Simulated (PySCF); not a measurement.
# TcN2: relaxation and vibrations of the doublet

The task is one start of a wider search on TcN2: the doublet, from a bent start. It is relaxed, tested by its Hessian and followed downhill if it is a saddle.

Program: PySCF 2.14.0. Level of theory: PBE0, basis Tc def2-TZVP with ECP28, N def2-TZVP, scalar-relativistic core potentials, no spin–orbit coupling, density fitting. These are calculated values, not measurements.

## (1) The starting structure

3 atoms, charge 0, spin multiplicity 2.

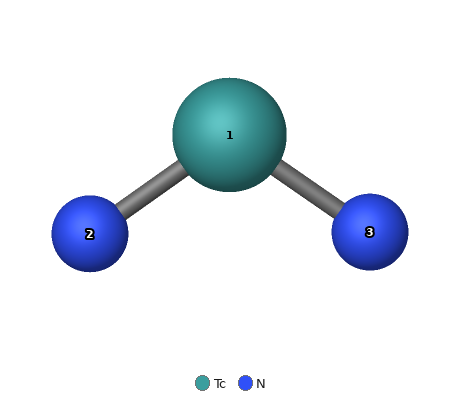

Start geometry, drawn with technetium teal, nitrogen blue; atoms are numbered from 1 in the order of the file.

Z-matrix (Å, degrees; charge 0 multiplicity 2):
```
Tc
N  1 1.8000
N  1 1.8000 2 110.00
```

## (2) Finding the electronic state

The steps below are one call of a driver around PySCF. For each, scf.py gives the equivalent set-up of the SCF; relaxations use the driver's own optimiser. After this first run the driver tries any further starts and a stability analysis.

scf.py

```python
from pyscf import gto, scf, dft
mol = gto.M(atom='''
Tc     0.000000     0.000000     0.000000
N      1.474500     0.000000     1.032400
N     -1.474500     0.000000     1.032400''',
    basis={'Tc': 'def2-TZVP', 'N': 'def2-TZVP'},
    ecp={'Tc': 'def2-TZVP'},
    charge=0, spin=1)
mf = dft.UKS(mol, xc='PBE0')
mf.grids.atom_grid = (50, 194)
aux = {'Tc': 'def2-universal-JKFIT', 'N': 'def2-universal-JKFIT'}
mf = mf.density_fit(auxbasis=aux)
mf.conv_tol = 1e-08
mf.diis_space = 10
mf.max_cycle = 60
mf.init_guess = 'minao'
mf.verbose = 4
mf.kernel()
```

On the command line:

```bash
$ OMP_NUM_THREADS=2 python axn.py task.json out
```

What it wrote, cut to the lines that bear on the results:

```text
[... the frontier levels of the middle cycles are left out ...]
init E= -182.699656014694
[... the frontier-level lines of each cycle are left out ...]
cycle= 1 E= -189.977600862201  delta_E= -7.28  |g|= 0.398  |ddm|= 2.97
cycle= 2 E= -189.702146678388  delta_E= 0.275  |g|= 0.933  |ddm|= 0.822
cycle= 3 E= -189.815401292648  delta_E= -0.113  |g|= 0.78  |ddm|= 0.74
cycle= 4 E= -190.054596574311  delta_E= -0.239  |g|= 0.0536  |ddm|= 0.335
cycle= 5 E= -190.05649933754  delta_E= -0.0019  |g|= 0.0149  |ddm|= 0.0662
cycle= 6 E= -190.056901762056  delta_E= -0.000402  |g|= 0.00998  |ddm|= 0.0311
cycle= 7 E= -190.057416517143  delta_E= -0.000515  |g|= 0.00783  |ddm|= 0.0395
cycle= 8 E= -190.057695147559  delta_E= -0.000279  |g|= 0.00788  |ddm|= 0.0185
cycle= 9 E= -190.056310857452  delta_E= 0.00138  |g|= 0.00643  |ddm|= 0.0934
cycle= 10 E= -190.05475340421  delta_E= 0.00156  |g|= 0.00552  |ddm|= 0.153
cycle= 11 E= -190.054133073545  delta_E= 0.00062  |g|= 0.00452  |ddm|= 0.0848
cycle= 12 E= -190.0483370467  delta_E= 0.0058  |g|= 0.0249  |ddm|= 0.303
cycle= 13 E= -190.052522232146  delta_E= -0.00419  |g|= 0.00959  |ddm|= 0.158
cycle= 14 E= -190.052855465257  delta_E= -0.000333  |g|= 0.00843  |ddm|= 0.0231
[... 46 cycles left out ...]
SCF not converged.
init E= -182.699656014694
[... 20 cycles left out ...]
SCF not converged.
init E= -190.060863076394
[... 6 cycles left out ...]
cycle= 7 E= -190.063379968358  delta_E= -0.000335  |g|= 0.0039  |ddm|= 0.0337
cycle= 8 E= -190.063679808426  delta_E= -0.0003  |g|= 0.00324  |ddm|= 0.0461
cycle= 9 E= -190.063773747753  delta_E= -9.39e-05  |g|= 0.0019  |ddm|= 0.0221
cycle= 10 E= -190.063823683035  delta_E= -4.99e-05  |g|= 0.0013  |ddm|= 0.0175
cycle= 11 E= -190.063851049769  delta_E= -2.74e-05  |g|= 0.000994  |ddm|= 0.0152
cycle= 12 E= -190.063861474627  delta_E= -1.04e-05  |g|= 0.000863  |ddm|= 0.00889
cycle= 13 E= -190.063866171068  delta_E= -4.7e-06  |g|= 0.000566  |ddm|= 0.00623
cycle= 14 E= -190.063868044112  delta_E= -1.87e-06  |g|= 0.000657  |ddm|= 0.00449
cycle= 15 E= -190.063868612269  delta_E= -5.68e-07  |g|= 0.000281  |ddm|= 0.00168
cycle= 16 E= -190.063869091826  delta_E= -4.8e-07  |g|= 0.000201  |ddm|= 0.00267
cycle= 17 E= -190.063869226817  delta_E= -1.35e-07  |g|= 0.000158  |ddm|= 0.00109
cycle= 18 E= -190.063869265806  delta_E= -3.9e-08  |g|= 5.73e-05  |ddm|= 0.000526
cycle= 19 E= -190.063869278798  delta_E= -1.3e-08  |g|= 2.76e-05  |ddm|= 0.000226
cycle= 20 E= -190.063869281914  delta_E= -3.12e-09  |g|= 1.84e-05  |ddm|= 0.000104
Extra cycle  E= -190.063869280489  delta_E= 1.42e-09  |g|= 7.75e-05  |ddm|= 8.02e-05
converged SCF energy = -190.063869280489  <S^2> = 1.4345838  2S+1 = 2.5958304
```

This step, with its further starts and checks, needed 33 s of wall time on 2 threads of Arm Neoverse V1, shared host.

The starts that the driver tried:

| start | energy (Eh) |
| --- | --- |
| the minimal-basis guess | -190.063869 |
| a thermally smeared density | -190.063869 |
| a smeared PBE density | -190.063869 |

Where DIIS stalls, the driver goes on with a level shift of 0.3 Eh and then with a second-order solver.

No lower solution of this spin turned up from the other starts or in the test of internal stability.

## (3) Relaxation: bent start, doublet

The program finds C2v symmetry in the start, which this walk keeps. The walk stops when the largest gradient is under 0.0003 Eh/bohr and the energy has settled too.

scf.py: that of step 2 with these lines changed.

```diff
@@ -3,3 +3,3 @@
-Tc     0.000000     0.000000     0.000000
-N      1.474500     0.000000     1.032400
-N     -1.474500     0.000000     1.032400''',
+Tc     0.000000     0.000000    -0.227821
+N      1.474500     0.000000     0.804579
+N     -1.474500     0.000000     0.804579''',
@@ -16 +15,0 @@
-mf.init_guess = 'minao'
```

Steps of the walk:

| step | energy (Eh) | change (kJ/mol) | largest symmetric gradient (Eh/bohr) |
| --- | --- | --- | --- |
| 0 | -190.063869 | 0.00 | 0.09793 |
| 1 | -190.094684 | -80.90 | 0.02913 |
| 2 | -190.095487 | -83.01 | 0.03897 |
| 3 | -190.099344 | -93.14 | 0.01211 |
| 4 | -190.099433 | -93.37 | 0.00499 |
| 5 | -190.099465 | -93.46 | 0.00003 |

The walk took 14 s.

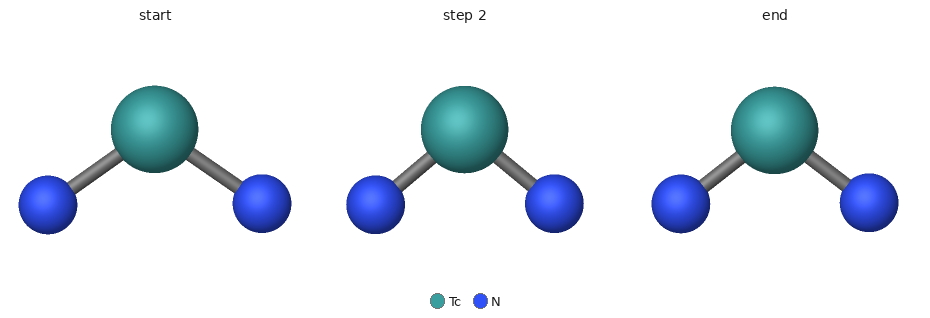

The geometry along the walk, at one scale.

It settles in C2v symmetry, 93.5 kJ/mol below the start, after 5 steps: Tc–N 1.640 Å (×2); N–Tc–N 104.5°.

## (4) Vibrations and properties at this point

The point is checked on the finer grid, and tightened if its gradient asks for it. The Hessian and the dipole derivatives come from central differences of analytic gradients, with steps of 0.02 bohr.

scf.py: that of step 3 with these lines changed.

```diff
@@ -3,3 +3,3 @@
-Tc     0.000000     0.000000    -0.227821
-N      1.474500     0.000000     0.804579
-N     -1.474500     0.000000     0.804579''',
+Tc     0.000000     0.000000    -0.221574
+N      1.296957     0.000000     0.782963
+N     -1.296957     0.000000     0.782963''',
@@ -10 +10 @@
-mf.grids.atom_grid = (50, 194)
+mf.grids.atom_grid = (75, 302)
@@ -13 +13 @@
-mf.conv_tol = 1e-08
+mf.conv_tol = 1e-10
```

This SCF starts from the last density.

Log of the central SCF (cycles and frontier levels):

```text
init E= -190.099493260194
[... the frontier-level lines of each cycle are left out ...]
cycle= 1 E= -190.09949325975  delta_E= 4.44e-10  |g|= 3.28e-05  |ddm|= 2.31e-05
cycle= 2 E= -190.099493252415  delta_E= 7.33e-09  |g|= 0.000133  |ddm|= 9.31e-05
cycle= 3 E= -190.099493260218  delta_E= -7.8e-09  |g|= 5.4e-06  |ddm|= 7.44e-05
cycle= 4 E= -190.099493260227  delta_E= -9.27e-12  |g|= 4.53e-07  |ddm|= 2.48e-06
Extra cycle  E= -190.09949326023  delta_E= -2.9e-12  |g|= 5.78e-07  |ddm|= 1.5e-06
converged SCF energy = -190.09949326023  <S^2> = 0.77630372  2S+1 = 2.026133
```

The whole step took 39 s.

Geometry: C2v; Tc–N 1.640 Å (×2); N–Tc–N 104.5°.

Modes, for the most abundant isotopes:

```tsv
symmetry	ω (cm⁻¹)	IR (km/mol)	μ (u)	type
a1	492	3.6	15.40	bend
b2	983	128	16.08	stretch
a1	1106	41.8	15.54	stretch
```

Every mode is real; the point is a minimum.

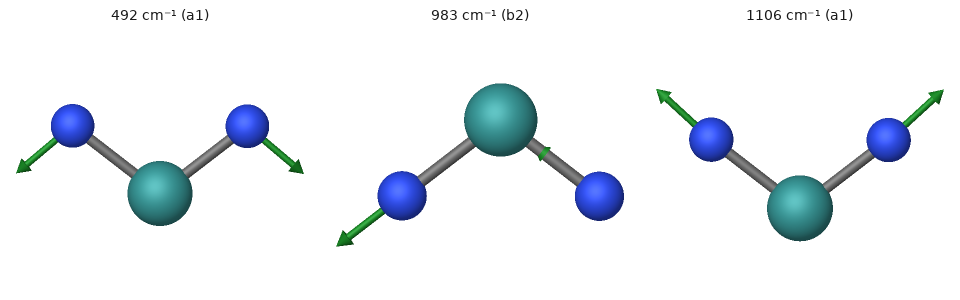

How the atoms move in 3 of the modes.

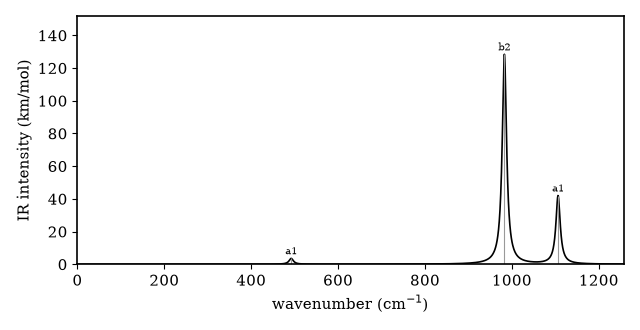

The harmonic infrared spectrum (widths in cm⁻¹). Lines are broadened to a width of 12 cm⁻¹ (Lorentzian).

Properties at this point:

```
Dipole moment                                                   : 4.49 D
Highest occupied level                                          : -6.47 eV
Lowest empty level                                              : -3.58 eV
Rotational constants                                            : 0.7654, 0.3578, 0.2438 cm⁻¹
Zero-point energy                                               : 15.4 kJ/mol
Principal polarisabilities                                      : 57.9, 59.1, 61.6 bohr³
Atomisation energy without zero-point energy                    : 832 kJ/mol
Principal traceless quadrupole moments about the centre of mass : -6.16, 2.05, 4.11 D Å
Entropy at 298.15 K and 1 bar (electronic part: spin only)      : 267.8 J/(mol K)
Heat capacity Cp at 298.15 K                                    : 41.4 J/(mol K)
Enthalpy at 298.15 K above 0 K                                  : 10.69 kJ/mol
Rotational symmetry number                                      : 2
Spin squared ⟨S²⟩                                               : 0.776
```

Charges (e) and bond orders:

```tsv
atom	Mulliken	Löwdin	polar tensor	spin (Mulliken)	Mayer order to Tc1
Tc1	0.94	0.52	1.04	1.11	–
N2,3	-0.47	-0.26	-0.52	-0.05	2.60
```

Outer orbital energies (eV). α occupied: -20.37, -11.35, -10.60, -10.30, -9.82, -9.56, -6.61, -6.47; empty: -3.58, -3.05, -1.15, 0.08. β occupied: -20.56, -20.46, -11.21, -10.32, -10.13, -9.59, -8.79, -6.67; empty: -3.43, -3.06, -2.57, -1.08.

Mulliken populations on Tc1 (outside its core potential): s 2.46, p 6.14, d 5.42, f 0.04.

## (5) Summary of results

```
                                          quantity                             value
                                           minimum                      doublet, C2v
                                          geometry  Tc–N 1.640 Å (×2); N–Tc–N 104.5°
                                wavenumbers (cm⁻¹)     492 (a1), 983 (b2), 1106 (a1)
                                     dipole moment                            4.49 D
highest occupied, lowest empty level (either spin)                   -6.47, -3.58 eV
                        polar-tensor charge of Tc1                           +1.04 e
                                 zero-point energy                       15.4 kJ/mol
                               entropy at 298.15 K                   267.8 J/(mol K)
         atomisation energy (no zero-point energy)                        832 kJ/mol
                                              ⟨S²⟩                             0.776
```

**Reading.** The bent start keeps its C2v symmetry and ends in a minimum. The strongest infrared band lies at 983 cm⁻¹ (b2, stretch). Most of the spin sits on Tc1 (Mulliken spin 1.11, against 1 for the whole molecule). Only this shape and spin were tried, so other structures or states may lie lower. One determinant may miss the lowest occupation of an open d or f shell.

The search up to here took 86 s.
